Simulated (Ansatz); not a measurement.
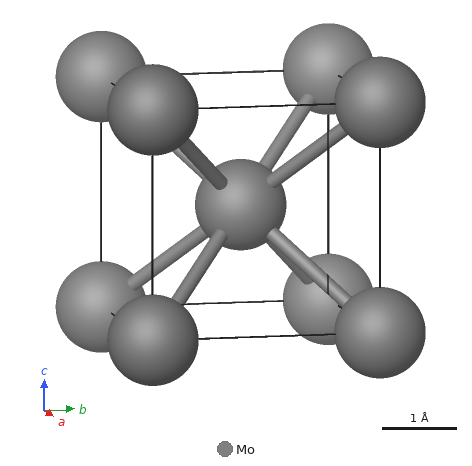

An orthographic ball-and-stick view of the structure, slightly off an axis. Atoms at the boundary of the conventional unit cell (the box) are drawn once for each face, edge or corner they touch.

Unit-cell dimensions: a = 3.160 Å, b = 3.160 Å, c = 3.160 Å, α = 90.00°, β = 90.00°, γ = 90.00°.

Connected in the drawing: Mo–Mo up to 3.07 Å (cut-off distances).

Question: How many atoms does the cell contain?

Answer: 2 (molybdenum), counting shared atoms by their share.

Question: What are the crystal system and the lattice centring?

Answer: Body-centred cubic.

Question: Does the bonding give isolated units, chains, sheets or a framework?

Answer: The bonds build a three-dimensional framework.

Starting structure: the standard structure of this element. Earlier steps of the study may have refined or changed the cell and positions. Ansatz was used for an electronic-structure calculation on it.
